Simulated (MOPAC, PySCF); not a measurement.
Dissociation curve of SMILES C1CC1 (C3H6). The C1–H9 bond (C1 also carries C, C, H; H9 carries nothing else) is pulled apart rigidly from the PBE0/def2-TZVP optimised geometry.

```
9

C      0.0000     0.0000     0.0000
C     -0.7485    -1.0892    -0.7035
C      0.7486    -1.0891    -0.7035
H      0.0000     0.9870    -0.4453
H     -1.2572    -1.8295    -0.0987
H     -1.2573    -0.8425    -1.6269
H      1.2575    -1.8294    -0.0988
H      1.2574    -0.8424    -1.6269
H      0.0000     0.0000     1.0828
```

Levels: UMP2 = PySCF with MP2 on UHF/cc-pVDZ, 3 core orbitals frozen; UKS-BHandHLYP = unrestricted BHandHLYP/cc-pVDZ in PySCF 2.14.0; PM7, restricted, heats of formation (MOPAC); RHF/cc-pVDZ (PySCF); NEVPT2 = PySCF 2.14.0 with SC-NEVPT2 on CASSCF(2,2)/cc-pVDZ, all electrons correlated.

Energies are in kcal/mol, each relative to the lowest point of its own curve near equilibrium.

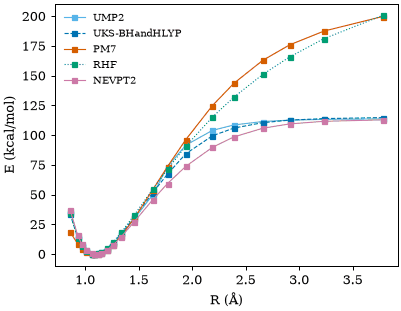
*Energy against bond length for each method.*

```json
[
 {"R / Å": "0.86", "UMP2": "36.4", "UKS-BHandHLYP": "33.9", "PM7": "18.7", "RHF": "34.2", "NEVPT2": "37.1"},
 {"R / Å": "0.93", "UMP2": "15.3", "UKS-BHandHLYP": "13.8", "PM7": "8.6", "RHF": "13.8", "NEVPT2": "15.8"},
 {"R / Å": "0.97", "UMP2": "8.0", "UKS-BHandHLYP": "7.0", "PM7": "4.7", "RHF": "6.9", "NEVPT2": "8.4"},
 {"R / Å": "1.01", "UMP2": "3.3", "UKS-BHandHLYP": "2.7", "PM7": "2.0", "RHF": "2.7", "NEVPT2": "3.6"},
 {"R / Å": "1.06", "UMP2": "0.4", "UKS-BHandHLYP": "0.3", "PM7": "0.2", "RHF": "0.2", "NEVPT2": "0.5"},
 {"R / Å": "1.08", "UMP2": "0.0", "UKS-BHandHLYP": "0.0", "PM7": "0.0", "RHF": "0.0", "NEVPT2": "0.0"},
 {"R / Å": "1.12", "UMP2": "0.2", "UKS-BHandHLYP": "0.5", "PM7": "0.3", "RHF": "0.6", "NEVPT2": "0.0"},
 {"R / Å": "1.15", "UMP2": "1.1", "UKS-BHandHLYP": "1.6", "PM7": "1.1", "RHF": "1.7", "NEVPT2": "0.8"},
 {"R / Å": "1.20", "UMP2": "3.8", "UKS-BHandHLYP": "4.5", "PM7": "3.5", "RHF": "4.8", "NEVPT2": "3.2"},
 {"R / Å": "1.26", "UMP2": "8.4", "UKS-BHandHLYP": "9.4", "PM7": "7.8", "RHF": "10.0", "NEVPT2": "7.5"},
 {"R / Å": "1.34", "UMP2": "16.2", "UKS-BHandHLYP": "17.4", "PM7": "15.6", "RHF": "18.4", "NEVPT2": "14.8"},
 {"R / Å": "1.46", "UMP2": "29.7", "UKS-BHandHLYP": "31.1", "PM7": "30.2", "RHF": "32.9", "NEVPT2": "27.3"},
 {"R / Å": "1.63", "UMP2": "49.6", "UKS-BHandHLYP": "51.3", "PM7": "53.9", "RHF": "54.3", "NEVPT2": "45.5"},
 {"R / Å": "1.77", "UMP2": "73.5", "UKS-BHandHLYP": "67.3", "PM7": "73.6", "RHF": "71.4", "NEVPT2": "59.3"},
 {"R / Å": "1.94", "UMP2": "91.5", "UKS-BHandHLYP": "84.3", "PM7": "96.1", "RHF": "90.6", "NEVPT2": "73.7"},
 {"R / Å": "2.19", "UMP2": "104.0", "UKS-BHandHLYP": "99.4", "PM7": "124.8", "RHF": "115.2", "NEVPT2": "89.7"},
 {"R / Å": "2.39", "UMP2": "108.5", "UKS-BHandHLYP": "105.9", "PM7": "143.5", "RHF": "131.9", "NEVPT2": "98.5"},
 {"R / Å": "2.66", "UMP2": "111.4", "UKS-BHandHLYP": "110.5", "PM7": "162.9", "RHF": "151.0", "NEVPT2": "105.8"},
 {"R / Å": "2.91", "UMP2": "112.6", "UKS-BHandHLYP": "112.6", "PM7": "175.8", "RHF": "165.6", "NEVPT2": "109.4"},
 {"R / Å": "3.23", "UMP2": "113.2", "UKS-BHandHLYP": "113.9", "PM7": "187.4", "RHF": "181.0", "NEVPT2": "111.6"},
 {"R / Å": "3.78", "UMP2": "113.6", "UKS-BHandHLYP": "114.7", "PM7": "199.7", "RHF": "200.6", "NEVPT2": "112.8"}
]
```

At the longest distance, 3.78 Å, RHF lies highest above its minimum (200.6 kcal/mol) and NEVPT2 lowest (112.8 kcal/mol).

The unrestricted determinant behind UMP2 is spin-contaminated at 1.77 to 3.78 Å (<S²> up to 1.0, against 0.00 for a pure singlet). The unrestricted determinant behind UKS-BHandHLYP is spin-contaminated at 1.94 to 3.78 Å (<S²> up to 1.0, against 0.00 for a pure singlet). The restricted form behind PM7, RHF keeps the bonding electrons paired and can't separate into open-shell fragments.
